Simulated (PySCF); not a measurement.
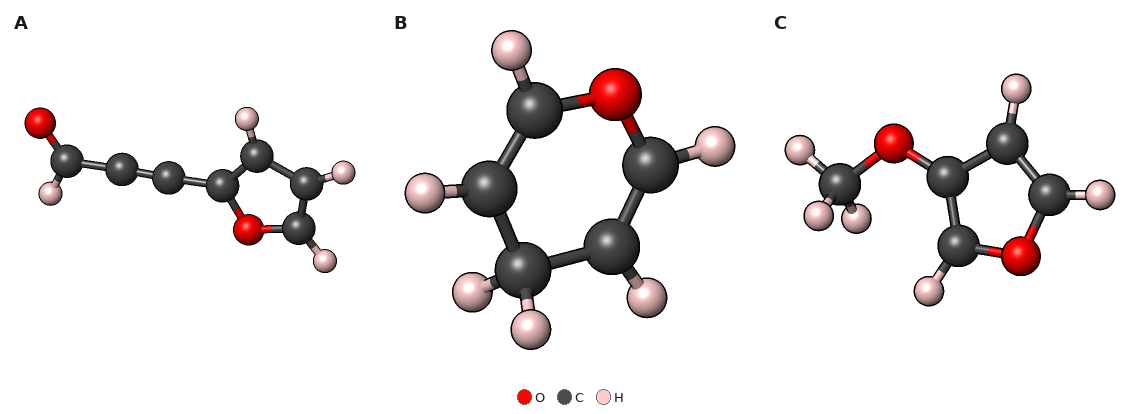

Source: calculation with PySCF.

Which panel belongs to which SMILES?
(1) COc1ccoc1
(2) C1=COC=CC1
(3) O=CC#Cc1ccco1

Answer. A is (3), B is (2), C is (1).
